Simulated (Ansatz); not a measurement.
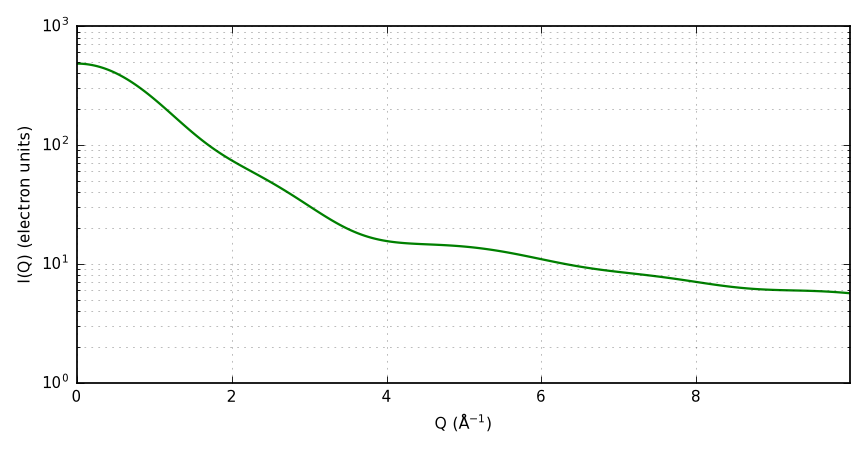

Elastic X-ray scattering of a randomly oriented, rigid molecule, calculated with the Debye equation from neutral-atom form factors (independent atoms, no Compton part, no vibration). The geometry is the end point of an optimisation (Ansatz, RKS LDA/6-31G*); it may be a saddle point or a higher isomer. It contains C, N, H.

**How many electrons does the independent-atom model of the molecule hold?**

I(0) is the square of the electron number: I(0) = 484, so about 22 electrons, the count of C2H3N.

**What radius of gyration does the initial fall-off give?**

From I(Q) ≈ I(0) exp(−Q²R²/3) at small Q, R ≈ 1.49 Å. It is larger than the electron-weighted radius of the nuclear positions alone (1.27 Å), because each atom's electron cloud adds to it.
